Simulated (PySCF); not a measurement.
**tert-Butyl isocyanate (C5H9NO): NMR shifts in gas and solvents**

Aim: compute the NMR shifts of tert-Butyl isocyanate (C5H9NO) (`CC(C)(C)N=C=O`), and see what a dielectric continuum does where one was used.

Computed with PySCF 2.14.0, with density-fitted response routines of our own, on a single molecule, in the gas phase or a continuum. Atoms count from 0, in the outputs and in this text.

### 1 The molecule as given

16 atoms, charge 0, multiplicity 1; geometry from: GFN2-xTB. The atoms were then displaced at random by about 0.01 Å, so the start is not that level's minimum.

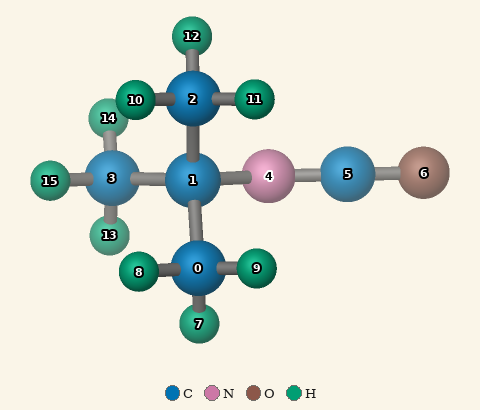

The starting geometry (carbon blue, nitrogen pink, oxygen brown, hydrogen teal), atoms numbered.

### 2 Optimising the geometry at PBE0-D3(BJ)/def2-TZVP

Job settings and geometry (Å):

```
{"job": {"xc": "PBE0", "basis": "def2-TZVP", "d3": "d3bj", "grid": 2, "shake": 0.01, "kind": "geom"}, "charge": 0, "multiplicity": 1}
C     -0.178900    -0.843270     1.242490
C     -0.079800    -0.031800    -0.070150
C     -0.152850     1.476070     0.199940
C     -1.141360    -0.433100    -1.052340
N      1.169430    -0.351280    -0.704540
C      2.349670    -0.330080    -0.597640
O      3.517900    -0.411560    -0.685930
H     -0.110130    -1.879260     1.036880
H     -1.160740    -0.607300     1.724980
H      0.590620    -0.540450     1.938940
H     -1.100020     1.734100     0.659740
H      0.665750     1.770810     0.901110
H     -0.039990     2.047100    -0.726160
H     -1.127180    -1.496550    -1.254510
H     -1.068900     0.098530    -1.982700
H     -2.152530    -0.204330    -0.619380
```

Launch:

```
$ OMP_NUM_THREADS=1 python probes_run.py task.json out
```

The driver reads the jobs from task.json and runs them one after another.

Standard output:

```text
step   0  E = -325.68737779  max force = 0.036506
step   1  E = -325.69182069  max force = 0.005867
step   2  E = -325.69223591  max force = 0.002730
step   3  E = -325.69229692  max force = 0.001266
step   4  E = -325.69231623  max force = 0.000602
step   5  E = -325.69234229  max force = 0.000761
step   6  E = -325.69234798  max force = 0.000564
step   7  E = -325.69234916  max force = 0.000169
optimisation converged
```

Wall time 5.6 min (1 thread of AMD EPYC 7R43, shared host); peak memory 1.3 GiB.

Relaxation path:

```csv
step,energy from step 0 (eV),largest force component (eV/Å)
0,0.0000,1.8772
1,-0.1209,0.3017
2,-0.1322,0.1404
3,-0.1339,0.0651
4,-0.1344,0.0310
5,-0.1351,0.0391
6,-0.1352,0.0290
7,-0.1353,0.0087
```

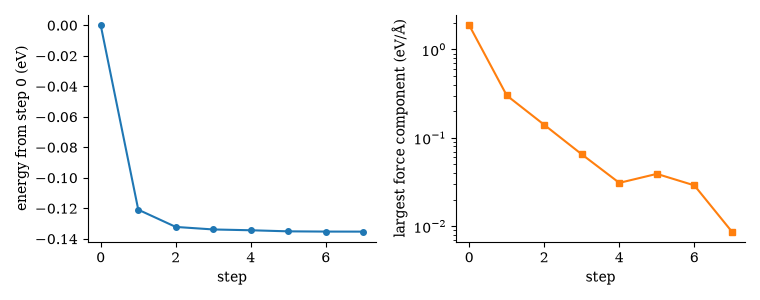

Energy and largest force along the relaxation.

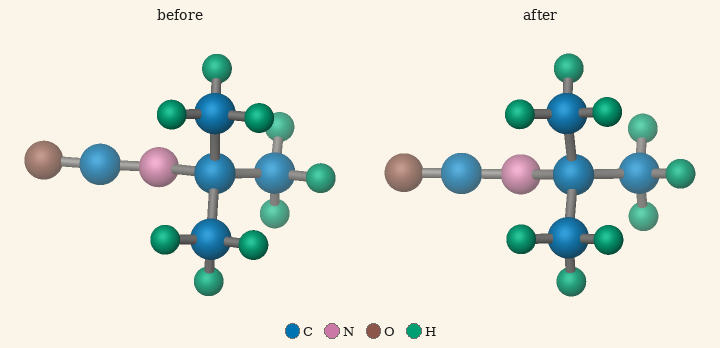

Before and after, at one scale.

Distances of close pairs at the start and the end, largest changes first:

```csv
bond,before (Å),after (Å),change (Å)
C0–H7,1.058,1.091,+0.033
C3–H15,1.124,1.092,-0.032
C0–H8,1.119,1.092,-0.027
C2–H11,1.117,1.092,-0.025
C0–C1,1.546,1.524,-0.022
C1–C3,1.501,1.522,+0.021
C1–N4,1.437,1.455,+0.018
C3–H14,1.074,1.091,+0.017
```

The end geometry stands in the next job.

```csv
at the end point,value
"rotational constants (GHz, main isotopes)","4.610, 1.630, 1.627"
dipole moment (D),3.07
```

### 3 Shielding tensors: PBE0/pcSseg-2

Job settings and geometry (Å):

```
{"job": {"kind": "nmr", "xc": "PBE0", "basis": "pcSseg-2"}, "charge": 0, "multiplicity": 1}
C     -0.039334    -0.889206     1.168061
C     -0.086748    -0.036461    -0.094594
C     -0.143804     1.445039     0.260302
C     -1.286282    -0.421970    -0.948942
N      1.107736    -0.288816    -0.885622
C      2.295070    -0.216601    -0.752518
O      3.463682    -0.186370    -0.737810
H      0.040426    -1.947425     0.913177
H     -0.948216    -0.742557     1.755735
H      0.817678    -0.616157     1.787860
H     -1.053621     1.661764     0.824462
H      0.715315     1.730060     0.871632
H     -0.143484     2.056103    -0.643911
H     -1.239632    -1.478025    -1.220130
H     -1.306660     0.167240    -1.867310
H     -2.212593    -0.243561    -0.399549
```

With the program's defaults for keys left out, this is: GIAO PBE0/pcSseg-2 NMR shielding, non-relativistic, gas phase.

Standard output:

```text
coarse grid: 13160 points
cycle   1  E = -325.5585492518  dE =  9.353e-01  |g| = 7.716e-01  |ddm| = 2.662e+00
cycle   2  E = -325.3004402121  dE =  2.581e-01  |g| = 1.424e+00  |ddm| = 1.122e+00
cycle   3  E = -325.6562266954  dE = -3.558e-01  |g| = 3.132e-01  |ddm| = 7.718e-01
cycle   4  E = -325.6761223682  dE = -1.990e-02  |g| = 8.720e-02  |ddm| = 2.068e-01
cycle   5  E = -325.6774808752  dE = -1.359e-03  |g| = 3.074e-02  |ddm| = 6.661e-02
cycle   6  E = -325.6776769573  dE = -1.961e-04  |g| = 4.419e-03  |ddm| = 1.988e-02
cycle   7  E = -325.6776809046  dE = -3.947e-06  |g| = 1.176e-03  |ddm| = 4.340e-03
final grid: 126592 points
cycle   8  E = -325.6814368327  dE = -1.087e-04  |g| = 1.250e-02  |ddm| = 7.810e-02
cycle   9  E = -325.6813419565  dE =  9.488e-05  |g| = 2.506e-02  |ddm| = 1.927e-02
cycle  10  E = -325.6814661894  dE = -1.242e-04  |g| = 4.225e-03  |ddm| = 1.316e-02
cycle  11  E = -325.6814699126  dE = -3.723e-06  |g| = 4.417e-04  |ddm| = 2.541e-03
cycle  12  E = -325.6814699370  dE = -2.440e-08  |g| = 2.583e-04  |ddm| = 4.763e-04
cycle  13  E = -325.6814699493  dE = -1.238e-08  |g| = 5.824e-05  |ddm| = 1.854e-04
cycle  14  E = -325.6814699501  dE = -7.096e-10  |g| = 1.784e-05  |ddm| = 5.018e-05
converged SCF energy = -325.6814699501

GIAO shielding tensors (ppm)
atom      isotropic    diamagn.    paramagn.     s11        s22        s33       span
  0 C      150.523     244.596     -94.074    131.072    137.033    183.463     52.391
  1 C      127.749     241.481    -113.731    110.863    115.317    157.068     46.205
  2 C      150.561     244.510     -93.949    131.049    137.197    183.437     52.388
  3 C      153.128     243.106     -89.978    136.161    138.967    184.256     48.095
  4 N      191.986     329.166    -137.179    112.111    138.105    325.743    213.632
  5 C       54.840     267.267    -212.427    -58.568    -44.822    267.908    326.475
  6 O      186.484     395.085    -208.601     53.701    143.398    362.352    308.651
  7 H       29.972      30.755      -0.784     27.093     27.736     35.086      7.993
  8 H       30.305      31.086      -0.781     26.751     27.863     36.301      9.551
  9 H       30.151      31.934      -1.783     27.075     28.361     35.018      7.943
 10 H       30.314      31.088      -0.774     26.760     27.875     36.308      9.548
 11 H       30.163      31.857      -1.695     27.054     28.383     35.051      7.996
 12 H       29.977      30.654      -0.678     27.063     27.748     35.119      8.056
 13 H       30.287      29.814       0.473     26.810     28.238     35.813      9.003
 14 H       30.290      29.785       0.505     26.821     28.221     35.828      9.007
 15 H       30.704      30.832      -0.128     27.209     28.282     36.622      9.413
```

Wall time 94 s (1 thread of AMD EPYC 7R43, shared host); peak memory 1.7 GiB.

The references, computed at this level on geometries of the same kind, shield at (ppm): 1H TMS 31.52, 13C TMS 186.0, 15N NH3 263.8, 17O H2O 329.5. Their shielding less the atom's gives the shift. The references are single molecules in the gas phase, so shifts against H2O, NH3, PH3, H3PO4 or CFCl3 are not on the usual liquid scales and can be off by tens of ppm. Atoms listed in one row are averaged.

```csv
atoms,environment,σ (ppm),δ (ppm)
C5,central carbon of a heterocumulene,54.8,131.2
C1,fully substituted sp3 carbon bonded to N,127.7,58.3
"C0, C2, C3",methyl carbon,151.4,34.6
"H7, H8, H9, H10, H11 and 4 more",hydrogen on a methyl carbon,30.24,1.28
N4,heterocumulene nitrogen,192.0,71.8
O6,carbonyl oxygen,186.5,143.1
```

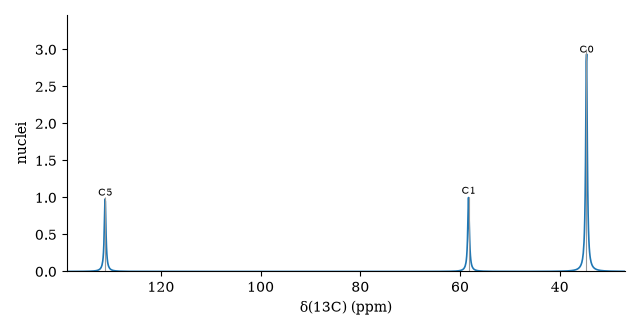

13C lines at the computed shifts, without couplings. Lines are broadened to a width of 0.39 ppm (Lorentzian).

Charges from the same density, by scheme (e):

```csv
atoms,Mulliken,IAO,Hirshfeld,ESP fit
"C0, C2, C3",-0.05,-0.43,-0.13,-0.66
C1,0.05,0.18,0.08,0.86
N4,-0.34,-0.34,-0.14,-0.59
C5,0.42,0.52,0.24,0.65
O6,-0.32,-0.39,-0.21,-0.42
```

Mulliken charges:

C0 -0.07; C1 0.05; C2 -0.07; C3 -0.02; N4 -0.34; C5 0.42; O6 -0.32; H7 0.04; H8 0.03; H9 0.04; H10 0.03; H11 0.04; H12 0.04; H13 0.04; H14 0.04; H15 0.03

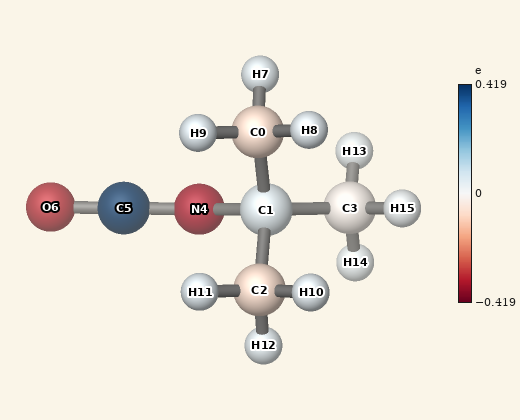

Mulliken charges, as colours on the atoms.

Mayer bond orders: C0–C1 1.01, C1–C2 1.01, C1–C3 0.98, C1–N4 0.86, N4–C5 2.15, C5–O6 2.02.

The fields below are evaluated on a grid from the run's orbitals.

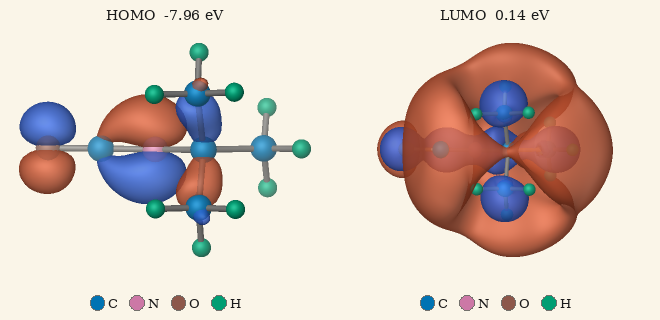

PBE0/pcSseg-2 orbitals near the gap, drawn at the value that encloses 70 % of each; the two colours are the two signs.

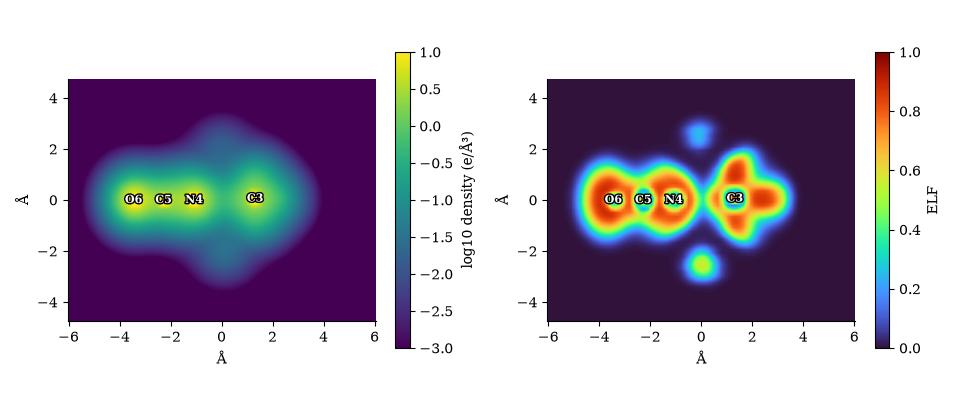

Density (left) and ELF (right) in a plane through or near 4 of the atoms.

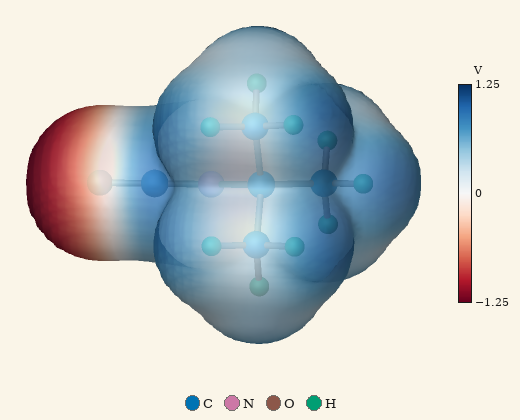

The potential that a unit positive charge feels on the 0.002 e/bohr³ surface, from the 1st to the 99th percentile, from -1.25 V near O6 to 1.00 V near H8.

### 4 Nuclear shieldings: KT3/pcSseg-2

Settings changed since step 3:

```diff
@@ -1,2 +1,2 @@
-{"job": {"kind": "nmr", "xc": "PBE0", "basis": "pcSseg-2"}, "charge": 0, "multiplicity": 1}
+{"job": {"kind": "nmr", "xc": "KT3", "basis": "pcSseg-2", "pop": false}, "charge": 0, "multiplicity": 1}
 C     -0.039334    -0.889206     1.168061
```

Method: GIAO KT3/pcSseg-2 NMR shielding, non-relativistic, gas phase.

Standard output:

```text
coarse grid: 13160 points
cycle   1  E = -330.8513893341  dE =  7.945e-01  |g| = 9.505e-01  |ddm| = 2.673e+00
cycle   2  E = -330.0537768559  dE =  7.976e-01  |g| = 2.172e+00  |ddm| = 1.845e+00
cycle   3  E = -330.9286318159  dE = -8.749e-01  |g| = 6.937e-01  |ddm| = 1.494e+00
cycle   4  E = -331.0333018197  dE = -1.047e-01  |g| = 1.966e-01  |ddm| = 4.917e-01
cycle   5  E = -331.0402837517  dE = -6.982e-03  |g| = 8.080e-02  |ddm| = 1.739e-01
cycle   6  E = -331.0416944607  dE = -1.411e-03  |g| = 1.382e-02  |ddm| = 6.017e-02
cycle   7  E = -331.0417316576  dE = -3.720e-05  |g| = 5.110e-03  |ddm| = 1.404e-02
cycle   8  E = -331.0417381508  dE = -6.493e-06  |g| = 1.104e-03  |ddm| = 5.591e-03
final grid: 126592 points
cycle   9  E = -331.0597967126  dE = -5.089e-04  |g| = 1.037e-02  |ddm| = 1.973e-01
cycle  10  E = -331.0597164293  dE =  8.028e-05  |g| = 2.303e-02  |ddm| = 1.606e-02
cycle  11  E = -331.0598064132  dE = -8.998e-05  |g| = 6.046e-03  |ddm| = 1.279e-02
cycle  12  E = -331.0598135790  dE = -7.166e-06  |g| = 2.103e-03  |ddm| = 4.538e-03
cycle  13  E = -331.0598144542  dE = -8.751e-07  |g| = 5.556e-04  |ddm| = 1.606e-03
cycle  14  E = -331.0598145251  dE = -7.090e-08  |g| = 1.190e-04  |ddm| = 6.252e-04
cycle  15  E = -331.0598145290  dE = -3.982e-09  |g| = 2.462e-05  |ddm| = 1.382e-04
cycle  16  E = -331.0598145292  dE = -1.395e-10  |g| = 7.260e-06  |ddm| = 2.273e-05
converged SCF energy = -331.0598145292

GIAO shielding tensors (ppm)
atom      isotropic    diamagn.    paramagn.     s11        s22        s33       span
  0 C      148.775     244.804     -96.029    129.898    135.052    181.375     51.476
  1 C      123.060     242.943    -119.883    105.909    110.824    152.445     46.536
  2 C      148.829     244.719     -95.890    129.901    135.225    181.361     51.460
  3 C      151.600     242.859     -91.259    135.265    137.266    182.269     47.004
  4 N      193.211     325.350    -132.139    119.049    138.522    322.062    203.013
  5 C       63.332     267.126    -203.794    -45.262    -32.935    268.193    313.456
  6 O      189.357     394.411    -205.053     60.588    144.479    363.005    302.416
  7 H       30.098      30.899      -0.801     27.423     27.946     34.923      7.500
  8 H       30.369      31.275      -0.905     26.947     28.011     36.150      9.203
  9 H       30.241      32.182      -1.941     27.353     28.531     34.839      7.485
 10 H       30.378      31.272      -0.894     26.954     28.023     36.157      9.204
 11 H       30.254      32.101      -1.847     27.336     28.552     34.873      7.537
 12 H       30.105      30.789      -0.684     27.394     27.963     34.958      7.564
 13 H       30.423      29.821       0.603     27.143     28.444     35.684      8.541
 14 H       30.427      29.787       0.640     27.155     28.429     35.697      8.542
 15 H       30.791      30.874      -0.083     27.455     28.459     36.458      9.004
```

Wall time 2.1 min (1 thread of AMD EPYC 7R43, shared host); peak memory 1.4 GiB.

Key values: δ C5 119.9, C1 60.2, C0 33.5, N4 67.8, H7 1.29 ppm (means over like atoms).

### 5 NMR shieldings: wB97X-D/pcSseg-2

Settings changed since step 4:

```diff
@@ -1,2 +1,2 @@
-{"job": {"kind": "nmr", "xc": "KT3", "basis": "pcSseg-2", "pop": false}, "charge": 0, "multiplicity": 1}
+{"job": {"kind": "nmr", "xc": "wB97X-D", "basis": "pcSseg-2", "pop": false}, "charge": 0, "multiplicity": 1}
 C     -0.039334    -0.889206     1.168061
```

Level: GIAO wB97X-D/pcSseg-2 NMR shielding, non-relativistic, gas phase.

Standard output:

```text
coarse grid: 13160 points
cycle   1  E = -325.8298143673  dE =  1.148e+00  |g| = 7.763e-01  |ddm| = 2.649e+00
cycle   2  E = -325.7374087485  dE =  9.241e-02  |g| = 1.114e+00  |ddm| = 9.659e-01
cycle   3  E = -325.9431325024  dE = -2.057e-01  |g| = 1.649e-01  |ddm| = 5.587e-01
cycle   4  E = -325.9478494914  dE = -4.717e-03  |g| = 6.144e-02  |ddm| = 1.092e-01
cycle   5  E = -325.9485686658  dE = -7.192e-04  |g| = 1.586e-02  |ddm| = 4.508e-02
cycle   6  E = -325.9486208061  dE = -5.214e-05  |g| = 3.212e-03  |ddm| = 1.237e-02
cycle   7  E = -325.9486236690  dE = -2.863e-06  |g| = 6.251e-04  |ddm| = 4.033e-03
final grid: 126592 points
cycle   8  E = -325.9549955793  dE = -2.720e-04  |g| = 7.947e-03  |ddm| = 7.559e-02
cycle   9  E = -325.9549939082  dE =  1.671e-06  |g| = 8.876e-03  |ddm| = 1.428e-02
cycle  10  E = -325.9550096571  dE = -1.575e-05  |g| = 2.025e-03  |ddm| = 5.488e-03
cycle  11  E = -325.9550103294  dE = -6.722e-07  |g| = 8.376e-04  |ddm| = 1.452e-03
cycle  12  E = -325.9550104490  dE = -1.196e-07  |g| = 2.663e-04  |ddm| = 7.500e-04
cycle  13  E = -325.9550104626  dE = -1.355e-08  |g| = 3.777e-05  |ddm| = 1.965e-04
cycle  14  E = -325.9550104631  dE = -5.583e-10  |g| = 1.388e-05  |ddm| = 8.879e-05
converged SCF energy = -325.9550104631

GIAO shielding tensors (ppm)
atom      isotropic    diamagn.    paramagn.     s11        s22        s33       span
  0 C      150.443     244.070     -93.627    130.970    137.031    183.328     52.358
  1 C      128.190     240.895    -112.704    111.518    115.868    157.185     45.667
  2 C      150.467     243.979     -93.512    130.917    137.183    183.302     52.386
  3 C      152.826     242.462     -89.636    135.590    138.813    184.075     48.486
  4 N      192.752     328.584    -135.832    111.585    139.089    327.582    215.997
  5 C       52.998     267.200    -214.202    -61.283    -47.506    267.783    329.066
  6 O      188.584     394.239    -205.655     56.137    146.546    363.070    306.932
  7 H       30.074      30.717      -0.642     27.175     27.845     35.204      8.028
  8 H       30.427      31.093      -0.665     26.884     27.994     36.405      9.522
  9 H       30.261      31.911      -1.650     27.174     28.477     35.131      7.957
 10 H       30.436      31.102      -0.666     26.893     28.005     36.410      9.517
 11 H       30.272      31.832      -1.560     27.154     28.499     35.163      8.009
 12 H       30.077      30.614      -0.536     27.143     27.855     35.234      8.091
 13 H       30.373      29.793       0.580     26.883     28.338     35.898      9.015
 14 H       30.375      29.762       0.613     26.893     28.319     35.912      9.020
 15 H       30.806      30.834      -0.028     27.317     28.378     36.723      9.405
```

Run time: 1.9 min. Hardware: 1 thread of AMD EPYC 7R43, shared host; peak memory 1.9 GiB.

Key values: δ C5 133.3, C1 58.1, C0 35.0, N4 69.4, H7 1.29 ppm (means over like atoms).

### 6 Shielding tensors: B97-2/pcSseg-2

Settings changed since step 5:

```diff
@@ -1,2 +1,2 @@
-{"job": {"kind": "nmr", "xc": "wB97X-D", "basis": "pcSseg-2", "pop": false}, "charge": 0, "multiplicity": 1}
+{"job": {"kind": "nmr", "xc": "B97-2", "basis": "pcSseg-2", "pop": false}, "charge": 0, "multiplicity": 1}
 C     -0.039334    -0.889206     1.168061
```

With the program's defaults for keys left out, this is: GIAO B97-2/pcSseg-2 NMR shielding, non-relativistic, gas phase.

Standard output:

```text
coarse grid: 13160 points
cycle   1  E = -325.8140505428  dE =  8.986e-01  |g| = 7.998e-01  |ddm| = 2.663e+00
cycle   2  E = -325.5013129872  dE =  3.127e-01  |g| = 1.525e+00  |ddm| = 1.183e+00
cycle   3  E = -325.9144015716  dE = -4.131e-01  |g| = 3.518e-01  |ddm| = 8.426e-01
cycle   4  E = -325.9399547599  dE = -2.555e-02  |g| = 9.947e-02  |ddm| = 2.354e-01
cycle   5  E = -325.9417547084  dE = -1.800e-03  |g| = 3.381e-02  |ddm| = 7.612e-02
cycle   6  E = -325.9419936867  dE = -2.390e-04  |g| = 5.260e-03  |ddm| = 2.209e-02
cycle   7  E = -325.9419993139  dE = -5.627e-06  |g| = 1.438e-03  |ddm| = 4.974e-03
final grid: 126592 points
cycle   8  E = -325.9456136371  dE = -1.468e-04  |g| = 5.544e-03  |ddm| = 8.775e-02
cycle   9  E = -325.9456040854  dE =  9.552e-06  |g| = 8.804e-03  |ddm| = 9.127e-03
cycle  10  E = -325.9456188522  dE = -1.477e-05  |g| = 2.505e-03  |ddm| = 5.200e-03
cycle  11  E = -325.9456200755  dE = -1.223e-06  |g| = 5.428e-04  |ddm| = 1.585e-03
cycle  12  E = -325.9456201279  dE = -5.240e-08  |g| = 2.062e-04  |ddm| = 4.474e-04
cycle  13  E = -325.9456201362  dE = -8.240e-09  |g| = 4.609e-05  |ddm| = 1.631e-04
cycle  14  E = -325.9456201367  dE = -4.638e-10  |g| = 9.960e-06  |ddm| = 3.430e-05
converged SCF energy = -325.9456201367

GIAO shielding tensors (ppm)
atom      isotropic    diamagn.    paramagn.     s11        s22        s33       span
  0 C      150.256     244.980     -94.724    131.282    137.064    182.422     51.140
  1 C      126.849     242.934    -116.084    110.123    114.553    155.872     45.749
  2 C      150.297     244.898     -94.600    131.270    137.222    182.400     51.130
  3 C      152.849     243.434     -90.585    136.349    138.983    183.215     46.866
  4 N      193.182     329.387    -136.206    114.319    139.410    325.816    211.497
  5 C       56.708     267.938    -211.230    -55.716    -42.316    268.156    323.872
  6 O      188.863     395.497    -206.634     57.568    144.981    364.041    306.473
  7 H       30.084      30.876      -0.792     27.249     27.876     35.127      7.878
  8 H       30.411      31.231      -0.820     26.896     27.998     36.340      9.444
  9 H       30.259      32.120      -1.861     27.223     28.498     35.056      7.833
 10 H       30.420      31.231      -0.811     26.905     28.009     36.347      9.442
 11 H       30.270      32.043      -1.773     27.202     28.520     35.088      7.886
 12 H       30.090      30.774      -0.685     27.219     27.889     35.160      7.942
 13 H       30.396      29.886       0.510     26.965     28.375     35.849      8.884
 14 H       30.399      29.856       0.543     26.976     28.358     35.863      8.887
 15 H       30.806      30.927      -0.121     27.351     28.413     36.654      9.304
```

It took 75 s on 1 thread of AMD EPYC 7R43, shared host; peak memory 1.6 GiB.

In short: δ C5 128.7, C1 58.5, C0 34.2, N4 68.6, H7 1.29 ppm (means over like atoms).

[end of part 1 of 2]
